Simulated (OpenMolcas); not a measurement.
# triplet C2H5NSi at 4 levels

Wanted: a comparison of 4 runs (UHF/3-21G, UHF/cc-pVDZ, U-r2SCAN/cc-pVDZ, UBLYP/cc-pVDZ) of triplet C2H5NSi. 

The calculation is run with OpenMolcas 26.06.

2 further runs of the same task are left out: 2 that didn't finish.

## 1. The molecule

C2H5NSi: 9 atoms, total charge 0, spin state triplet. SMILES of the parent species: `C[SiH2]C#N`. The shape is that of a PBE0-D4/def2-TZVP optimisation. That shape belongs to the parent species and isn't relaxed for this state.

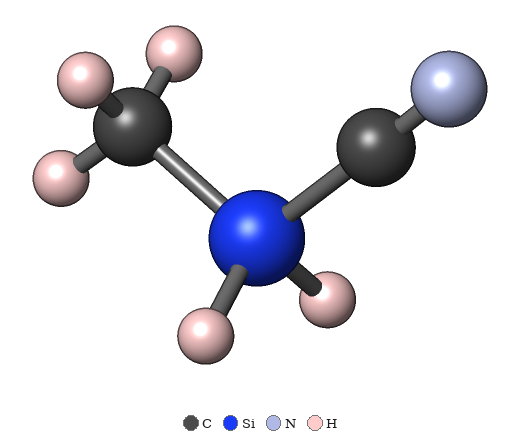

Viewed from a chosen angle; carbon dark grey, silicon blue, nitrogen light blue, hydrogen pink.

## 2. A single-point energy at UHF/3-21G (run 1)

Contents of run.input:

```
>>> EXPORT MOLCAS_PRINT=2

&GATEWAY
  BasLib
  $CurrDir
  Coord
  9
  angstrom
  C       -0.672000       0.931100      -0.497500
  Si      -0.146800      -0.554600       0.488300
  C        1.638300      -0.910100       0.129800
  N        2.747300      -1.112400      -0.107600
  H       -0.554100       0.746100      -1.566800
  H       -0.072800       1.803400      -0.229800
  H       -1.721900       1.160400      -0.300900
  H       -0.893300      -1.779400       0.117000
  H       -0.236400      -0.330800       1.950300
  Basis
  3-21G
  Group
  NoSym

&SEWARD

&SCF
  UHF
  Spin
  3
  Thresholds
  1e-10 1e-07 1e-07 1e-05
  PrOrbitals
  1 1
```

The basis set 3-21G is read from a file made from the Basis Set Exchange's data (not shown).

On the command line:

```
$ export MOLCAS_MEM=1860
$ pymolcas run.input > run.log
```

What it wrote:

```text
--- Start Module: gateway ---
[...]
--- Stop Module: gateway /rc=_RC_ALL_IS_WELL_ ---
--- Start Module: seward ---
[...]
      Basis functions           50
--- Stop Module: seward /rc=_RC_ALL_IS_WELL_ ---
[...]
--- Start Module: scf ---
[...]
       Convergence after 129 Iterations
[...]
::    Total SCF energy                               -419.5616833555
[...]
      Total spin, S                                     1.0036299770
[...]
      Total electronic charge=   38.000000
      Total            charge=   -0.000000
[...]
      Dipole Moment (debye):
      Origin of the operator (angstrom)=    0.5978   -0.4116    0.1086
                   X= -2.6892E+00               Y=  1.0467E+00               Z=  1.3571E-01           Total=  2.8889E+00
      Quadrupole Moment (debye*angstrom):
[...]
--- Stop Module: scf /rc=_RC_ALL_IS_WELL_ ---
[...]
```

Wall time 11 s (1 thread of AMD EPYC 7R43 (Zen 3), shared host); peak memory 0.38 GiB.

## 3. The energy at UHF/cc-pVDZ (run 2)

Contents of test.inp:

```
&GATEWAY
BasLib = $CurrDir
Coord
9
angstrom
C       -0.672000       0.931100      -0.497500
Si      -0.146800      -0.554600       0.488300
C        1.638300      -0.910100       0.129800
N        2.747300      -1.112400      -0.107600
H       -0.554100       0.746100      -1.566800
H       -0.072800       1.803400      -0.229800
H       -1.721900       1.160400      -0.300900
H       -0.893300      -1.779400       0.117000
H       -0.236400      -0.330800       1.950300
Basis = cc-pVDZ
Group = NoSym
&SEWARD
&SCF
UHF
Spin = 3
Thresholds = 1e-10 1e-07 1e-07 1e-05
PrOrbitals = 0
```

The basis set cc-pVDZ is read from a file made from the Basis Set Exchange's data (not shown).

On the command line:

```
$ export MOLCAS_MEM=1860
$ pymolcas test.inp > test.log
```

What it wrote:

```text
--- Start Module: gateway ---
[...]
--- Stop Module: gateway /rc=_RC_ALL_IS_WELL_ ---
--- Start Module: seward ---
[...]
      Basis functions           85
--- Stop Module: seward /rc=_RC_ALL_IS_WELL_ ---
[...]
--- Start Module: scf ---
[...]
       Convergence after  31 Iterations
[...]
::    Total SCF energy                               -421.8559002498
[...]
      Total spin, S                                     1.0047993503
[...]
      Total electronic charge=   38.000000
      Total            charge=   -0.000000
[...]
      Dipole Moment (debye):
      Origin of the operator (angstrom)=    0.5978   -0.4116    0.1086
                   X= -2.4753E+00               Y=  1.0413E+00               Z=  6.3361E-02           Total=  2.6862E+00
      Quadrupole Moment (debye*angstrom):
[...]
--- Stop Module: scf /rc=_RC_ALL_IS_WELL_ ---
[...]
```

Run time: 21 s. Hardware: 1 thread of AMD EPYC 7R43 (Zen 3), shared host; peak memory 0.46 GiB.

Run 3 isn't shown in full; the table further down has it.

## 4. A single-point energy at UBLYP/cc-pVDZ (run 4)

Contents of run.input:

```
* C2H5NSi Kohn-Sham DFT
>>> EXPORT MOLCAS_PRINT=2
&GATEWAY
BasLib = $CurrDir
Coord
9
angstrom
C       -0.672000       0.931100      -0.497500
Si      -0.146800      -0.554600       0.488300
C        1.638300      -0.910100       0.129800
N        2.747300      -1.112400      -0.107600
H       -0.554100       0.746100      -1.566800
H       -0.072800       1.803400      -0.229800
H       -1.721900       1.160400      -0.300900
H       -0.893300      -1.779400       0.117000
H       -0.236400      -0.330800       1.950300
Basis = cc-pVDZ
Group = NoSym
&SEWARD
GridInput
Grid=UltraFine
End of Grid
&SCF
UHF
Spin = 3
KSDFT = BLYP
Thresholds = 1e-10 1e-07 1e-07 1e-05
PrOrbitals = 1 1
```

The basis set cc-pVDZ is read from a file made from the Basis Set Exchange's data (not shown).

On the command line:

```
$ export MOLCAS_MEM=1860
$ pymolcas run.input > run.log
```

What it wrote:

```text
--- Start Module: gateway ---
[...]
--- Stop Module: gateway /rc=_RC_ALL_IS_WELL_ ---
--- Start Module: seward ---
[...]
      Basis functions           85
--- Stop Module: seward /rc=_RC_ALL_IS_WELL_ ---
[...]
--- Start Module: scf ---
[...]
       Convergence after  38 Iterations
[...]
::    Total KS-DFT energy                            -423.1688124709
[...]
      Total spin, S                                     1.0010147527
[...]
      Total electronic charge=   38.000000
      Total            charge=   -0.000000
[...]
      Dipole Moment (debye):
      Origin of the operator (angstrom)=    0.5978   -0.4116    0.1086
                   X= -2.7386E+00               Y=  1.4638E+00               Z= -1.7548E-01           Total=  3.1102E+00
      Quadrupole Moment (debye*angstrom):
[...]
--- Stop Module: scf /rc=_RC_ALL_IS_WELL_ ---
[...]
```

Run time: 1.8 min. Hardware: 1 thread of AMD EPYC 7R43 (Zen 3), shared host; peak memory 0.47 GiB.

## 5. The series

```csv
run,level,integration grid,energy (Eh),dipole moment (D),HOMO energy (eV),⟨S²⟩,wall time
1,UHF/3-21G,–,-419.561683,2.89,-6.95,2.011,11 s
2,UHF/cc-pVDZ,–,-421.855900,2.69,-7.09,2.014,21 s
3,U-r2SCAN/cc-pVDZ,UltraFine,-423.131959,2.76,-2.62,2.007,2.8 min
4,UBLYP/cc-pVDZ,UltraFine,-423.168812,3.11,-1.87,2.003,1.8 min
```

## 6. Outcome

| quantity | value |
| --- | --- |
| run 4: total energy | -423.16881 Eh |
| run 4: dipole moment | 3.11 D |
| run 4: HOMO energy (highest over α and β) | -1.87 eV |
| run 4: ⟨S²⟩ | 2.003 |

**Reading.** The dipole moment (its size) runs from 2.69 D (UHF/cc-pVDZ) to 3.11 D (UBLYP/cc-pVDZ). Totals of different functionals can't be ranked against each other. All runs together took 5.1 min, the longest 2.8 min.
